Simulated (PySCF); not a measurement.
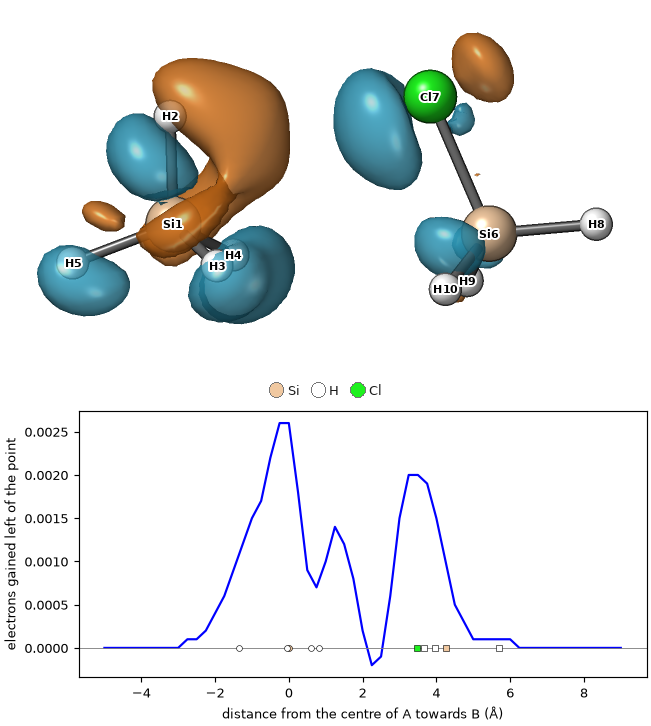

*ClH7Si2, SMILES `[SiH4].[SiH3]Cl`. Density of the complex less the densities of the two fragments at the same geometry, ±0.0008 e/Å³ (light blue: gain, orange: loss). Fragment A: SiH4 (atoms 1–5); fragment B: SiH3Cl. Below: the charge-displacement curve along the line of centres (A on the left).*

Computed with PySCF, HF/def2-TZVP, geometry: GFN2-xTB. GFN2-xTB bond lengths at metals and heavier atoms can be off by up to 0.1 Å and shapes distorted, which carries into these values.

**Which way does charge flow?**

Hirshfeld charges show almost no net transfer (under 0.005 e). 0.02 e is displaced in all, which induces a dipole of 0.09 D.

**What is the interaction energy, and which contacts carry it?**

The counterpoise-corrected interaction energy of the frozen fragments is +0.8 kcal/mol without dispersion correction and −1.8 kcal/mol with D3(BJ). The pair geometry is semi-empirical, not a minimum at this level. Contacts: H3···H10, H···H contact, 3.10 Å, ρ = 0.002 a.u.; H2···Cl7, 3.52 Å, ρ = 0.003 a.u., a bond path close to vanishing (ellipticity 1.5). The pose is a local one from a semi-empirical search, not shown to be the most stable.
